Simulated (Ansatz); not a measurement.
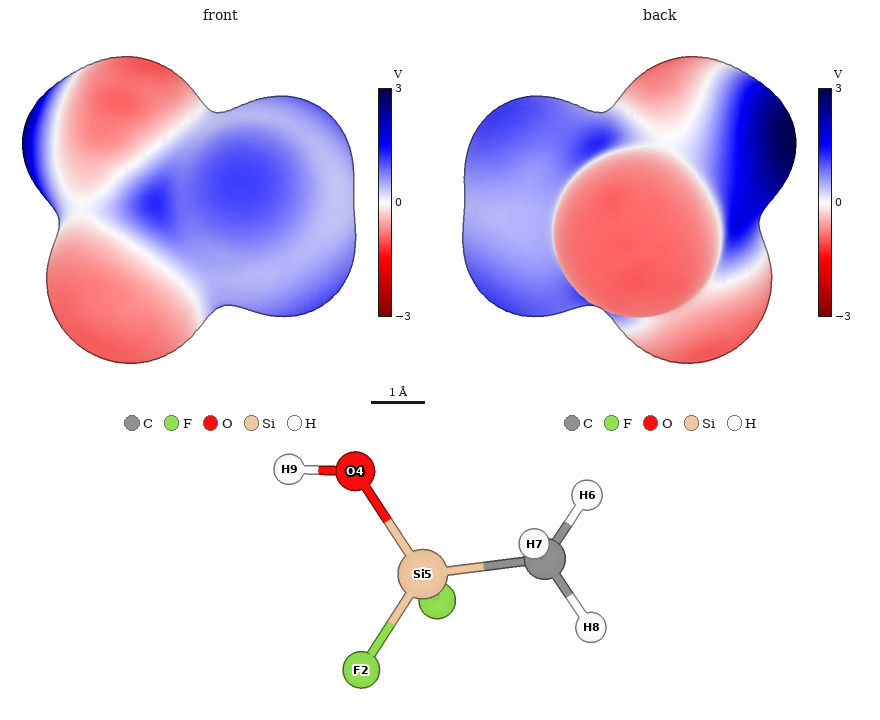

CH$_{4}$F$_{2}$OSi. The molecular electrostatic potential painted on the density surface at 0.002 e/bohr³, seen from the front and from behind; red is negative and blue positive. The bare structure is drawn below in the same view.

Geometry: r2SCAN-D4/def2-SVP.

The calculation used isolated molecule in a Gaussian basis; Kohn-Sham density functional theory, functional PBE0 in Ansatz.

```xyz
9

C     0.3804    1.0710   -0.1331
F    -1.3134   -0.2053    1.7739
F    -1.5998    2.3181    1.4976
O     0.6065    1.4057    2.6854
Si   -0.4794    1.1508    1.4843
H     0.9171    2.0105   -0.3350
H     1.1133    0.2499   -0.1439
H    -0.3385    0.9023   -0.9491
H     0.2830    1.4702    3.5916
```

Q: Where is the surface potential most negative and most positive?

A: The most negative region (about −1.0 V) lies over F2, F3 and O4, the most positive (about +2.9 V) over H9.

Q: How polar is the molecule by this calculation?

A: Its dipole moment is 1.26 D.
